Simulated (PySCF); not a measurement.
# C2H6F2OSi: electronic excitations and core binding energies

What electronic excitations and core binding energies should C2H6F2OSi (`OC[C@@H](F)[SiH2]F`) show?

Computed with PySCF 2.14.0, with density-fitted response routines of our own, on a single molecule in the gas phase. Atoms count from 0, in the outputs and in this text.

### 1 The molecule as given

12 atoms, charge 0, multiplicity 1; geometry from: GFN2-xTB.

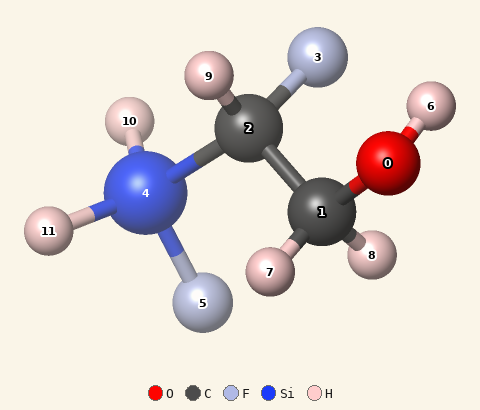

The starting geometry (oxygen red, carbon dark grey, fluorine light blue, silicon blue, hydrogen pink), atoms numbered.

### 2 Ultraviolet spectrum: CAM-B3LYP/def2-SVPD

Job settings and geometry (Å):

```
{"job": {"kind": "uv", "xc": "CAM-B3LYP", "basis": "def2-SVPD", "nstates": 8, "ntriplets": 3}, "charge": 0, "multiplicity": 1}
O     -2.297995    -0.396306    -0.538030
C     -0.948560    -0.066158    -0.730009
C     -0.152194    -0.077537     0.572690
F     -0.118672    -1.398102     1.034487
Si     1.649789     0.552013     0.387050
F      2.114705     0.163049    -1.102613
H     -2.338467    -1.258094    -0.105128
H     -0.935632     0.940533    -1.152388
H     -0.473317    -0.753695    -1.442701
H     -0.710553     0.469080     1.340885
H      2.525978    -0.179104     1.281473
H      1.686117     2.003635     0.428256
```

With the program's defaults for keys left out, this is: TDDFT CAM-B3LYP/def2-SVPD, vertical, gas phase, core orbitals frozen in the response.

Launch:

```bash
> OMP_NUM_THREADS=1 python probes_run.py task.json out
```

This one command runs all jobs of the session in turn.

**Question.** This job is followed by: delta-SCF UKS SCAN, pcX-2 on the ionised atom, pcseg-1 elsewhere, spin-free X2C. What will the session give for the following? lowest singlet (CAM-B3LYP/def2-SVPD); brightest single state of those computed; lowest triplet; C1s binding energies, SCAN/pcX-2; F1s binding energies, SCAN/pcX-2; O1s binding energies, SCAN/pcX-2; Si1s binding energies, SCAN/pcX-2; Si2p binding energies, SCAN/pcX-2.

The runs gave:

| quantity | value |
| --- | --- |
| lowest singlet (CAM-B3LYP/def2-SVPD) | 7.25 eV (171 nm), f = 0.019 |
| brightest single state of those computed | state 7, 8.68 eV, f = 0.048 |
| lowest triplet | 6.90 eV |
| C1s binding energies, SCAN/pcX-2 | C2 292.73, C1 292.61 eV |
| F1s binding energies, SCAN/pcX-2 | F5 692.59, F3 692.49 eV |
| O1s binding energies, SCAN/pcX-2 | O0 538.96 eV |
| Si1s binding energies, SCAN/pcX-2 | Si4 1848.11 eV |
| Si2p binding energies, SCAN/pcX-2 | Si4 108.47 eV |

**Reading.** The lowest singlet, at 7.25 eV, is HOMO→LUMO 0.69, HOMO−1→LUMO 0.24 and is weak; of the 8 states computed, the strongest absorption comes from state 7 at 8.68 eV. The lowest triplet lies 0.36 eV below the lowest singlet (triplets in Tamm-Dancoff, singlets in full TDDFT). C2 (sp3 CH bonded to F and Si) binds its C1s electron 0.12 eV more tightly than C1 (sp3 CH2 bonded to O). F5 (fluorine bonded to Si) binds its F1s electron 0.10 eV more tightly than F3 (fluorine on an sp3 carbon).
